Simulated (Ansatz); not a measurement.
```sh
ansatz run in.yaml --threads 2 --pin off --events-out ev --progress --plain --max-ram 3481MiB
```

```yaml
crystal:
  periodic: [false, false, false]
  atoms:
    - {symbol: F, position_ang: [-0.719936, -0.489886, -1.698746]}
    - {symbol: C, position_ang: [-0.472485, 0.411529, -0.659277]}
    - {symbol: Si, position_ang: [0.487407, -0.360007, 0.721674]}
    - {symbol: H, position_ang: [-1.355763, 0.919539, -0.145291]}
    - {symbol: H, position_ang: [-0.069428, 1.265087, -1.301967]}
    - {symbol: H, position_ang: [0.676731, 0.686708, 1.780213]}
    - {symbol: H, position_ang: [1.847122, -0.675732, -0.018823]}
    - {symbol: H, position_ang: [-0.347216, -1.618460, 1.199052]}
basis:
  gaussian: {orbitals: def2-TZVPP}
hamiltonian: {xc: {name: wB97M-V}}
output: {forces: true}
```

Geometry: a frame of the PBE0-D4/def2-SVP trajectory.

What structure does this define?

Formula CH5FSi. As SMILES it reads `FC[SiH3]`. It has no ring. Among its groups: C–F bond, Si–H bond. Coordination: 1 C tetrahedral; 1 Si tetrahedral.

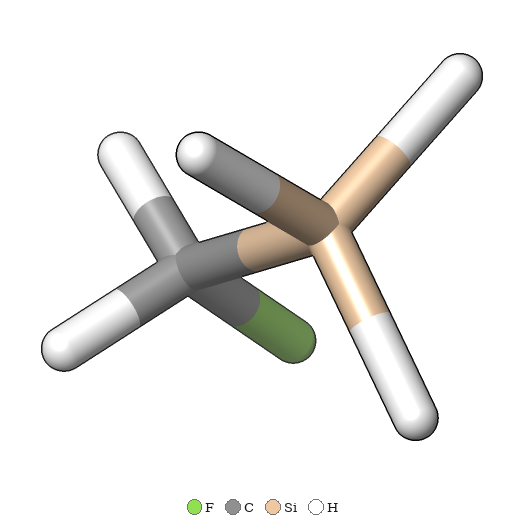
